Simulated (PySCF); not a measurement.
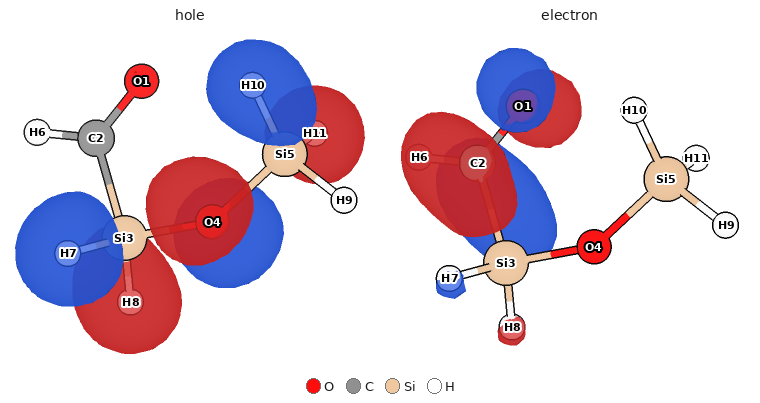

CH6O2Si2, SMILES `O=C[SiH2]O[SiH3]`. Leading natural transition orbital pair of S₃ (TDA singlet states); the surfaces enclose about 78 % of each orbital's density.

Level of theory: LC-wPBE/def2-SVP (PySCF), at a geometry from GFN2-xTB. No frequency check shows the geometry to be a minimum. Without diffuse functions Rydberg states are missing, so the states' numbers hold for this basis only.

Cartesian coordinates (Å):

```
O1      -0.9328    1.7202   -0.0001
C2      -1.6751    0.7693    0.0000
Si3     -0.9870   -1.0232   -0.0000
O4       0.6083   -0.8442   -0.0001
Si5      1.8258    0.2613    0.0001
H6      -2.7719    0.9451    0.0003
H7      -1.3869   -1.6934    1.2326
H8      -1.3871   -1.6937   -1.2321
H9       2.9915   -0.6223    0.0003
H10      1.7284    1.0535    1.2191
H11      1.7282    1.0532   -1.2196
```

**Give its energy, strength and character.**

7.79 eV (159 nm), f = 0.045, charge transfer; the leading pair carries 98 %; hole on O4 (41 %), Si3 (14 %) and Si5 (11 %), electron on C2 (41 %), O1 (32 %) and Si3 (16 %); their centroids lie 2.1 Å apart. In canonical orbitals it is mainly HOMO−1 → LUMO (94 %). The HOMO–LUMO gap is 10.78 eV.
